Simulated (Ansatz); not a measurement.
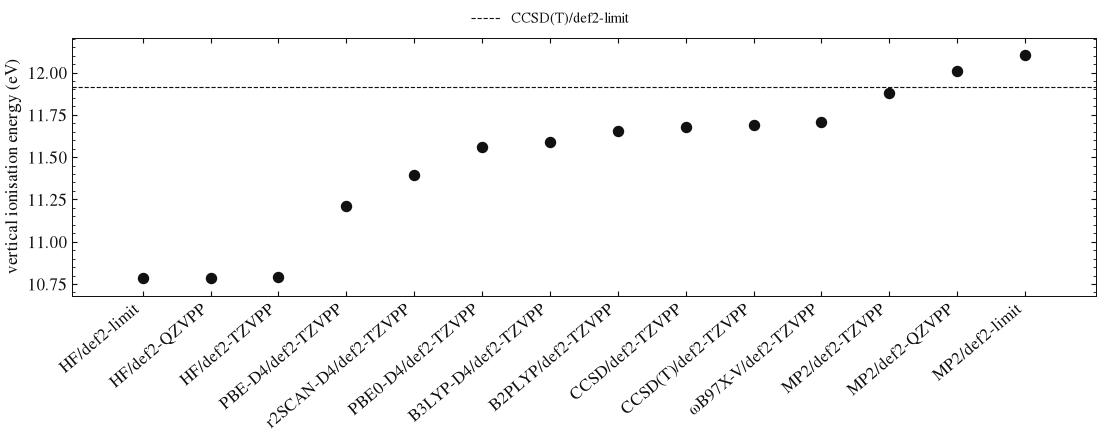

Vertical ionisation energy of CH₂ClF, SMILES FCCl, taken as the energy of the cation less that of the neutral at fixed geometry (unrestricted doublet cation, cores frozen in correlated methods, no spin-orbit coupling), the Ansatz code, at a PBE0-D4/def2-TZVP geometry (a minimum by its frequencies). Limit means an estimate of the basis limit from triple and quadruple zeta; for coupled cluster it is either extrapolated directly or built as the MP2 limit plus the step from MP2 in triple zeta. B2PLYP/def2-TZVPP holds a correlation term that converges slowly with the basis, so part of the distance to the limit is basis error. The distance of CCSD/def2-TZVPP, CCSD(T)/def2-TZVPP, MP2/def2-TZVPP and MP2/def2-QZVPP to the limit includes basis error.

### What range do the values span, the line included?

From 10.79 eV (HF/def2-limit) to 12.10 eV (MP2/def2-limit).

### Give the values.

```tsv
level	eV	less CCSD(T)/def2-limit
HF/def2-limit	10.79	−1.13
HF/def2-QZVPP	10.79	−1.13
HF/def2-TZVPP	10.79	−1.12
PBE-D4/def2-TZVPP	11.21	−0.70
r2SCAN-D4/def2-TZVPP	11.39	−0.52
PBE0-D4/def2-TZVPP	11.56	−0.35
B3LYP-D4/def2-TZVPP	11.59	−0.33
B2PLYP/def2-TZVPP	11.65	−0.26
CCSD/def2-TZVPP	11.68	−0.23
CCSD(T)/def2-TZVPP	11.69	−0.22
ωB97X-V/def2-TZVPP	11.71	−0.21
MP2/def2-TZVPP	11.88	−0.03
MP2/def2-QZVPP	12.01	0.09
MP2/def2-limit	12.10	0.19
CCSD(T)/def2-limit	11.91	0.00
```
